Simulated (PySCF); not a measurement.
**C$_{8}$H$_{11}$ClSi (SMILES C/C1=C/C(Cl)=C\C=C/[SiH2]C1): density, localisation and related maps**

| atom | x (Å) | y (Å) | z (Å) |
| --- | --- | --- | --- |
| C | 2.4828 | -0.1341 | 0.8404 |
| C | 1.2707 | 0.2089 | 0.0361 |
| C | 0.6650 | 1.3923 | 0.1540 |
| C | -0.4857 | 1.8211 | -0.6230 |
| Cl | -0.1222 | 3.2233 | -1.6169 |
| C | -1.7462 | 1.3786 | -0.6385 |
| C | -2.3828 | 0.3712 | 0.1885 |
| C | -1.9909 | -0.8508 | 0.5620 |
| Si | -0.5121 | -1.8913 | 0.0728 |
| C | 0.7729 | -0.8543 | -0.8751 |
| H | 2.3244 | -1.0755 | 1.3653 |
| H | 3.3425 | -0.2654 | 0.1828 |
| H | 2.7158 | 0.6417 | 1.5651 |
| H | 1.0977 | 2.1606 | 0.7829 |
| H | -2.4486 | 1.9262 | -1.2576 |
| H | -3.3681 | 0.7026 | 0.5114 |
| H | -2.6926 | -1.3897 | 1.1903 |
| H | 0.1131 | -2.4317 | 1.2896 |
| H | -0.9464 | -3.0174 | -0.7684 |
| H | 0.3044 | -0.4170 | -1.7550 |
| H | 1.5975 | -1.4826 | -1.2071 |

Geometry: GFN2-xTB.

Computed with PBE0/pcSseg-1, SCF density, gas phase, non-relativistic (PySCF).

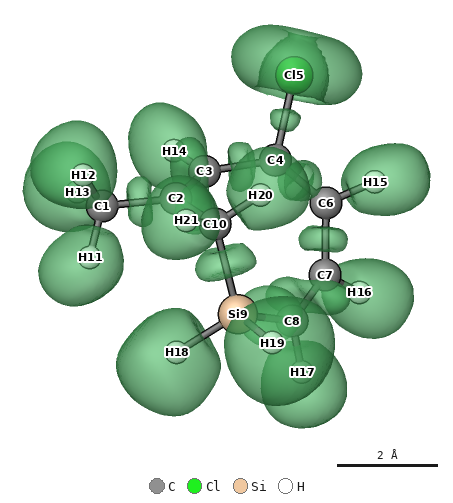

Figure 1. Isosurface of the ELF at 0.8 (green), seen at a tilt. Core shells and regions of very low density are left out.

Identify the bonds, lone pairs and shells in this picture.

At this value the surface marks out seven regions between bonded C–C atoms (shared pairs), one region between bonded C–Cl atoms (shared pairs), two regions between bonded C–Si atoms (shared pairs), eleven regions around hydrogen nuclei and one ring or bowl of non-bonding electrons around Cl. Along the contacts the grid gives the following. C–C (1.33 Å): the ELF peaks at about 0.90 between the atoms: a short, multiple covalent bond. C–Cl (1.76 Å): the ELF peaks at about 0.90 between the atoms: a shared electron pair.

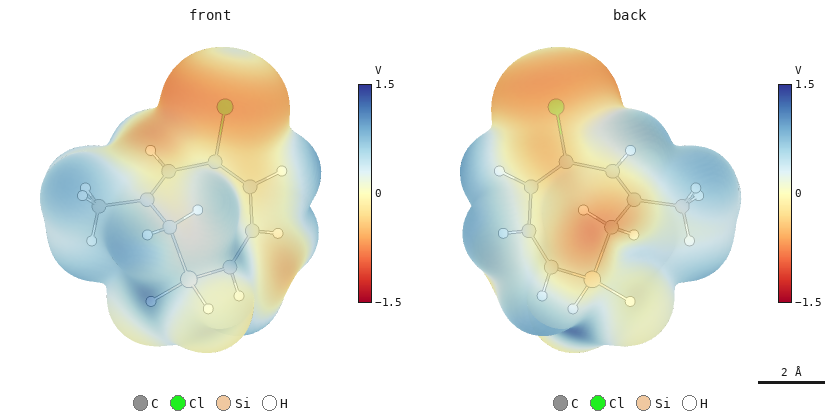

Figure 2. The molecular electrostatic potential painted on the density surface at 0.002 e/bohr³, seen from the front and from behind; the colour scale runs from red (negative) to blue (positive).

Which sites attract a positive test charge, and which a negative one?

A positive charge is drawn to the negative regions and a negative charge to the positive ones. The most negative region (about −0.7 V, or −16 kcal/mol for a unit charge) lies over C3, Cl5, C7 and C8, the most positive (about +1.1 V, or +25 kcal/mol for a unit charge) over Si9. Cl5 shows a σ-hole: about +0.2 V at the tip opposite its bond, against about −0.6 V, or −14 kcal/mol for a unit charge on its flanks.

What dipole moment does the calculation give?

Its dipole moment is 1.66 D.

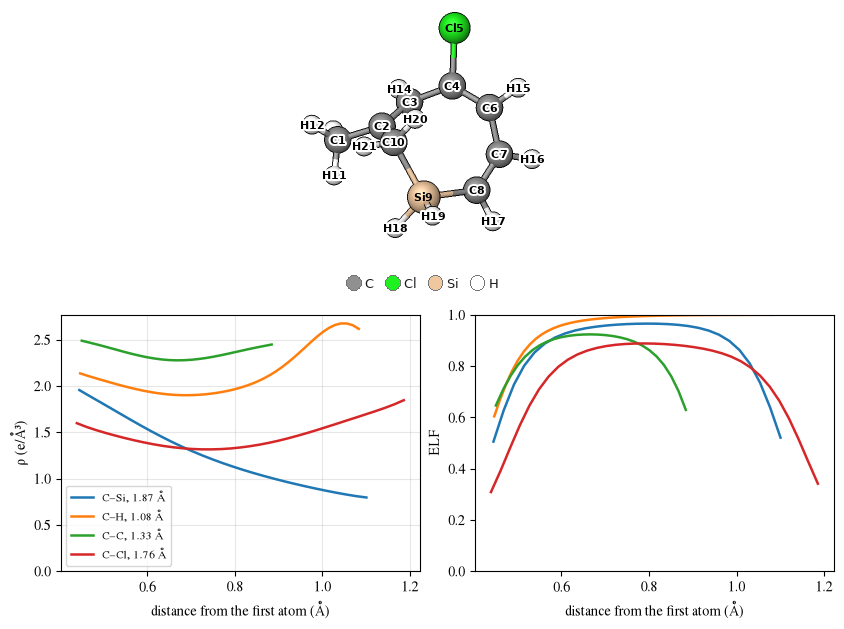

Figure 3. Total electron density and ELF along straight lines between neighbouring atoms. The curves leave out the atomic cores. The structure is drawn too.

What can be read from the curves?

C–Si (1.87 Å): ρ is about 0.94 e/Å³ halfway; the ELF peaks at about 0.95 between the atoms; a shared electron pair.
C–H (1.08 Å): the density is about 2 e/Å³ at the midpoint; the ELF climbs to about 1 towards the hydrogen, as it does in any bond to H (an ordinary covalent bond to hydrogen).
C–C (1.33 Å): ρ at the midpoint is about 2.3 e/Å³; the ELF peaks at about 0.90 between the atoms: a multiple bond.
C–Cl (1.76 Å): ρ is about 1.4 e/Å³ halfway; the ELF peaks at about 0.90 between the atoms, as expected for localised, covalent bonding.
